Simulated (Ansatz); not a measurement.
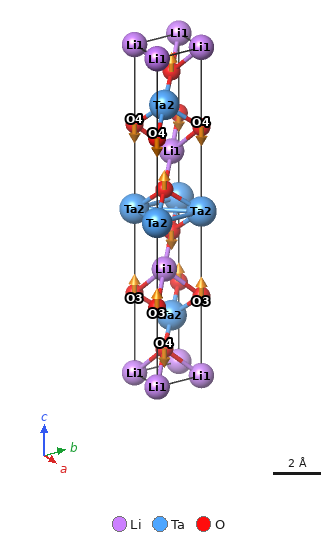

This is a relaxation of crystalline LiTaO₂ (built on the layered alpha-NaFeO2 type) (coarse preliminary run). The starting structure is drawn; orange arrows show the displacements (the part carried along by the change of the cell is left out), 5 times their true length.

A ball-and-stick model of the conventional cell (3 times the calculation's cell), seen slightly off an axis. Lengths and directions refer to the drawn axes.

Level of theory: Ansatz, DFT r2SCAN, scalar-relativistic, plane waves, PAW. Set-up: plane-wave cutoff 500 eV; k-point mesh 6 × 6 × 6; occupations gaussian; smearing width 0.1 eV; no spin polarisation; cell and atoms relaxed; force threshold 0.05 eV/Å; at most 80 steps.

What happened in the run?

The energy falls by 1.137 eV per cell of the calculation in 4 accepted moves (5 points after the start). Largest force component: 4.5 eV/Å at the start, 0.0013 eV/Å at the end. The pressure goes from 29.09 to 0.04 GPa. At 1 point the geometry stayed and the basis and grid were re-selected for the new cell (energy shift of 0.9 meV per cell of the calculation at most each time). The largest moves relative to the cell, 0.17 Å, are those of O3 and O4. O3 goes along +c. Ta and Li stay in place. The drawn cell changes as follows: a = b 2.958 → 2.851 Å (−3.6 %), c 14.630 → 16.060 Å (+9.8 %); the volume changes by +2.0 %. Among the contacts that change: Li1–Ta2 2.977 → 3.142 Å, Ta2–O3 2.040 → 2.160 Å, Ta2–Ta2 2.958 → 2.851 Å, Li1–O3 2.160 → 2.085 Å. Among the angles between lasting bonds that change: Ta2–O4–Ta2 92.9° → 82.6°, Li1–O4–Ta2 90.2° → 95.5°, Li1–O4–Ta2 175.4° → 177.5°. The space group stays R-3m (No. 166). The run took 56 s on 1 thread of Intel(R) Xeon(R) Processor @ 2.50GHz (Skylake/Cascade Lake), with other jobs on the host, peak memory 0.47 GiB.
